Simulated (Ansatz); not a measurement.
BrH3SeSi (SMILES [SeH][SiH2]Br)

The calculation's input:

```
crystal:
  periodic: [false, false, false]
  atoms:
    - {symbol: Se, position_ang: [-1.271578, -1.303086, -0.149156]}
    - {symbol: Si, position_ang: [0.439357, 0.105064, 0.309048]}
    - {symbol: Br, position_ang: [-0.175592, 2.236744, 0.413643]}
    - {symbol: H, position_ang: [-1.380620, -0.824212, -1.533646]}
    - {symbol: H, position_ang: [1.491062, 0.020523, -0.726909]}
    - {symbol: H, position_ang: [0.939572, -0.299031, 1.640820]}
basis:
  gaussian: {orbitals: def2-TZVPP}
hamiltonian: {xc: pbe0, dispersion: d4}
output: {orbitals: {seedname: orbitals}}
```

Run with:

```sh
ansatz run in.yaml --threads 2 --pin off --events-out ev --progress --plain --max-ram 4352MiB
```

Geometry: PBE0-D4/def2-TZVP.

All numbers below come from Ansatz, RKS PBE0-D4/def2-TZVPP.

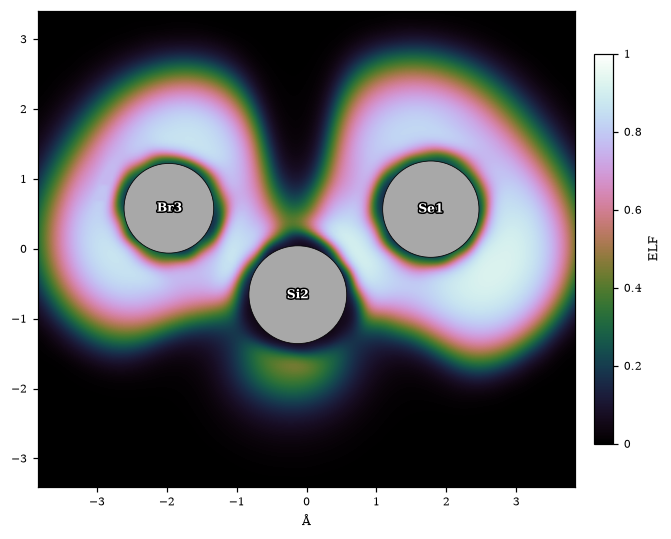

Figure 1. Electron localisation function on the plane of atoms Se1, Si2 and Br3. Grey discs cover the atomic cores.

What do the fields say about this system?

Answer. Atoms in the plane: Se, Si and Br. Si–Br (2.22 Å): the ELF peaks at about 0.85 between the atoms: a shared but strongly polarised pair. Si–Se (2.26 Å): the ELF peaks at about 0.90 between the atoms: a shared electron pair. The ELF also peaks beside Se1 and Br3, away from the bonds: lone-pair regions.

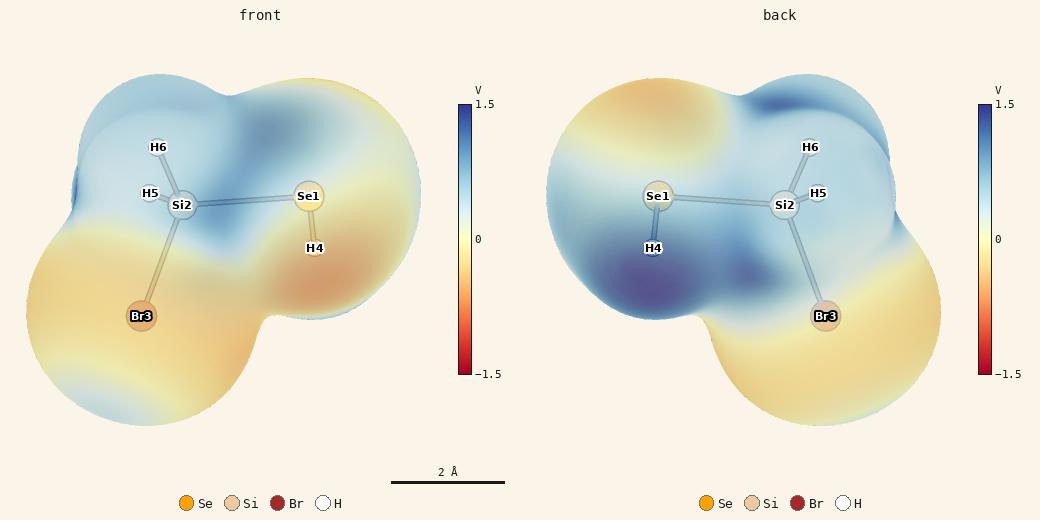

Figure 2. The electrostatic potential painted on the density surface at 0.002 e/bohr³, seen from the front and from behind; the colour scale runs from red (negative) to blue (positive).

Which sites attract a positive test charge, and which a negative one?

Answer. A positive charge is drawn to the negative regions and a negative charge to the positive ones. The most negative region (about −0.5 V) lies over Se1, the most positive (about +1.4 V) over H4. Br3 shows a σ-hole: about +0.4 V at the tip opposite its bond, against about −0.3 V on its flanks.

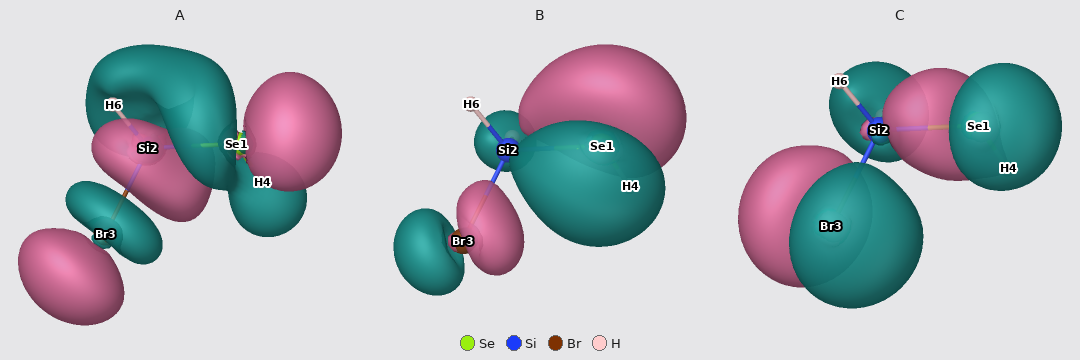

Figure 3. Three frontier orbitals at ±0.06 Å⁻³ᐟ² (teal and pink are the two phases), in no order.

Order the three orbitals by energy and name them.

Answer. C is the HOMO−1 (−8.48 eV). Its weight (Hirshfeld) is mainly on Br3 (about 65 %), Se1 (about 20 %) and Si2 (about 10 %). B is the HOMO (−7.44 eV). Its weight (Hirshfeld) is mainly on Se1 (about 80 %) and Br3 (about 10 %); largely a lone pair of Se1. A is the LUMO (−0.58 eV). By Hirshfeld shares it lies mainly on Si2 (about 30 %), Se1 (about 30 %) and Br3 (about 25 %).

What is the HOMO–LUMO gap?

Answer. 6.86 eV between the orbital energies.
